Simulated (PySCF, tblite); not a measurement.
# C2H4B2O: geometry, infrared bands, NMR shifts and spin-spin couplings

What infrared bands, NMR shifts and spin-spin couplings should C2H4B2O (`BOBC#C`) show?

Programs: tblite 0.8.0 and PySCF 2.14.0, with density-fitted response routines of our own. Each step states its level of theory. These are calculated values for one molecule in the gas phase, unless marked as measured. Atoms are numbered from 0 throughout.

### 1 The starting structure

9 atoms, charge 0, multiplicity 1; geometry from: force field or distance geometry start.

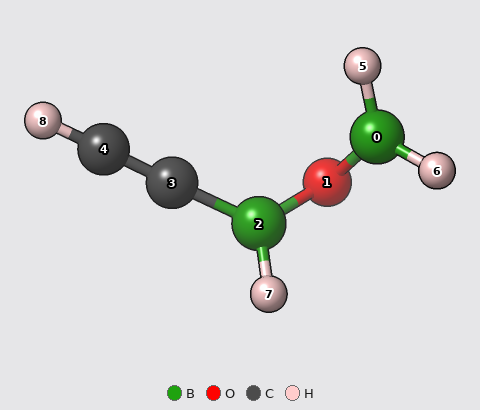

The starting geometry (boron green, oxygen red, carbon dark grey, hydrogen pink), atoms numbered; sticks join atoms by distance.

### 2 Optimising the geometry with GFN2-xTB

What the job is given:

```
{"job": {"kind": "relax", "xc": "GFN2-xTB", "basis": "xTB"}, "charge": 0, "multiplicity": 1}
B     -1.817300    -0.438700     0.350700
O     -1.146100     0.009700    -0.874300
B      0.016100     0.787200    -0.405600
C      1.392500     0.145900    -0.302200
C      2.479100    -0.375800    -0.195300
H     -1.558600    -1.477800     0.838100
H     -2.699900     0.218000     0.805100
H     -0.092000     1.964800    -0.265600
H      3.439700    -0.827500    -0.121700
```

Command:

```console
$ OMP_NUM_THREADS=1 python probes_run.py task.json out
```

The driver reads the jobs from task.json and runs them one after another.

**Question.** This job is followed by: GFN2-xTB harmonic vibrations, gas phase; GIAO PBE0/pcSseg-1 NMR shielding, non-relativistic, gas phase; B3LYP/pcJ-1 indirect spin-spin coupling, non-relativistic, gas phase. Predict these results of the whole session: strongest single infrared mode (GFN2-xTB); zero-point energy (GFN2-xTB); ¹³C shifts against TMS (PBE0/pcSseg-1); ¹H shifts against TMS (PBE0/pcSseg-1, means over atoms taken as alike); ¹¹B shifts against BF3·OEt2 (PBE0/pcSseg-1); ¹⁷O shifts against H2O (PBE0/pcSseg-1); largest coupling of the table (B3LYP/pcJ-1).

As calculated:

```
                                                              quantity                    value
                             strongest single infrared mode (GFN2-xTB)    1623 cm⁻¹, 302 km/mol
                                          zero-point energy (GFN2-xTB)            35.3 kcal/mol
                                ¹³C shifts against TMS (PBE0/pcSseg-1)          105.3, 94.0 ppm
¹H shifts against TMS (PBE0/pcSseg-1, means over atoms taken as alike)     5.49, 5.06, 2.62 ppm
                           ¹¹B shifts against BF3·OEt2 (PBE0/pcSseg-1)           40.3, 27.7 ppm
                                ¹⁷O shifts against H2O (PBE0/pcSseg-1)                322.9 ppm
                           largest coupling of the table (B3LYP/pcJ-1)  ¹J(C,H) C4–H8, 256.6 Hz
```

What this shows: Over 72 steps the energy fell by 1.698 eV; of the close pairs, B0–O1 changed most, 1.467 to 1.293 Å. No mode is imaginary among the 21: a minimum at this level. The strongest single mode, at 1623 cm⁻¹, moves mainly O1. GFN2-xTB is a fitted tight-binding method: band positions and strengths are rough. Its intensities can rank the bands wrongly. At PBE0/pcSseg-1: Shielding is most anisotropic at C3 (span 299 ppm, paramagnetic term -164 ppm). In the run at B3LYP/pcJ-1, the largest coupling of the table is C4–H8, 256.6 Hz, of which the Fermi-contact term gives 257.2 Hz. Couplings across rotatable bonds belong to this one conformer; where others are populated, the observed values are averages.
